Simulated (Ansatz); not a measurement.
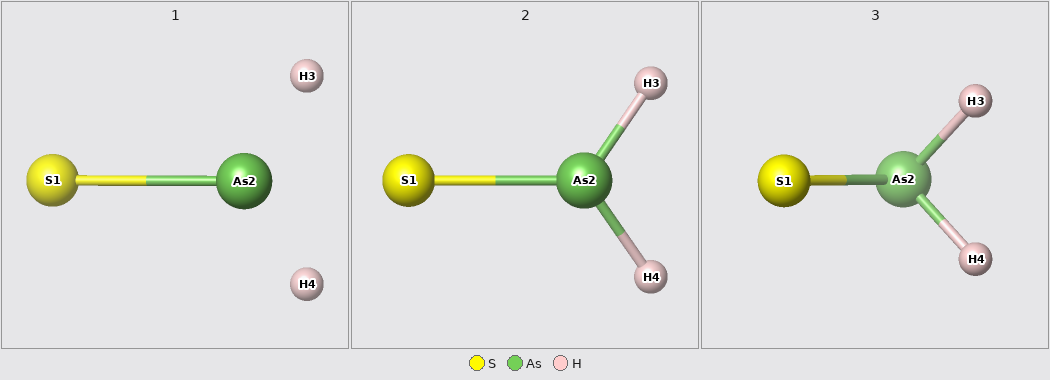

AsH₂S, SMILES [S-][AsH2], charge −1. Coordinates scanned: (1) umbrella angle at As2 (between each of its bonds and their common axis; 90 is planar); (2) change of the bonds As2–S1, As2–H3, As2–H4, all alike. Nothing is relaxed (all other coordinates rigid). The grid has 15 × 15 points; 120 points were computed and 105 follow by symmetry. Points are written as (first, second). Energies are in eV, from the relaxed molecule at the same level. Level of theory: RKS B3LYP-D4/def2-TZVPD (Ansatz).

The numbered pictures are structures from this grid.

### Which is the most stable, and how do the others follow?

3, at (125.0°, −0.053 Å): 0.25 eV; 2, at (78.3°, −0.018 Å): 1.00 eV; 1, at (60.8°, 0.301 Å): 1.33 eV.

The map, with the structures marked:

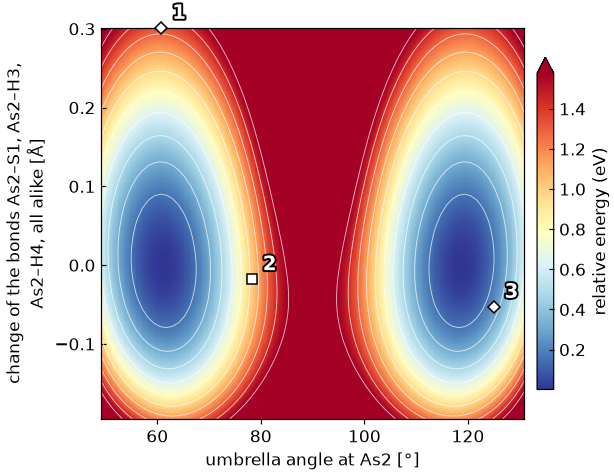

The picture shows a smooth colour map with a few white contour lines, one colour for all values above the top of the scale. Between grid points the surface is interpolated.
